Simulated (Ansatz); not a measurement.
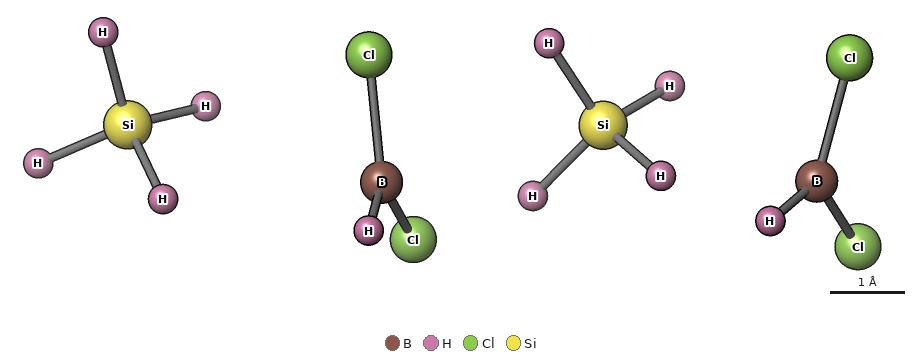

Two geometries of BSiH₅Cl₂, drawn at one scale. One is the start of a relaxation, the other its converged end. A ball-and-stick model, seen at a tilt.

The calculation used RKS B3LYP-D4/def2-SVP (Ansatz 0.2.0). (no spin polarisation; force threshold 0.03 eV/Å; at most 50 steps)

Question: Which geometry has the lower energy?

Answer: The left one is the relaxed one. The run prepares an end point of a later path (reaction) calculation, from a guessed geometry. The largest move after the best rigid fit is that of an H atom, 0.87 Å. Largest moves by element: H 0.87 Å, B 0.38 Å, Cl 0.29 Å, Si 0.24 Å. Some distances before and after: H–Si 1.449 → 1.491 Å, B–H 1.169 → 1.197 Å, B–Cl 1.753 → 1.746 Å. The energy falls by 15.9 kJ/mol in 14 accepted moves (19 points after the start). The largest force component goes from 0.95 to 0.004 eV/Å. The line search rejected the trial steps at points 2, 9, 10, 11, 18 of the run. The forces were under the threshold at step 8, but the run went on from there. Cost: 39 s on 2 threads of AMD EPYC 7R43 64-Core Processor (Zen 3), with other jobs on the host, peak memory 0.2 GiB.
